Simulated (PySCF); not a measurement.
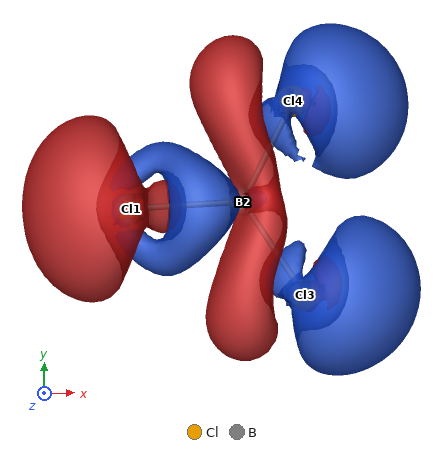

BCl3, SMILES `ClB(Cl)Cl`. Change of the electron density in a uniform field of 0.21 V/Å, surfaces at ±0.001 e/Å³ (blue: gain, red: loss).

Method: B3LYP/def2-SVPD; geometry: GFN2-xTB; program: PySCF. No frequency check shows the geometry to be a minimum. GFN2-xTB bond lengths at metals and heavier atoms can be off by up to 0.1 Å and shapes distorted, which carries into these values.

The field was applied in both directions; the picture shows the one opposite to the script's first.

### Along which Cartesian direction does the field point?

Along −x: electrons gather on the +x side, against the field.

### What dipole is induced, and what polarisability does it imply?

The induced dipole is 0.63 D (along the field); α along this axis, from the fields in both directions, is 62 bohr³ (9.2 Å³).
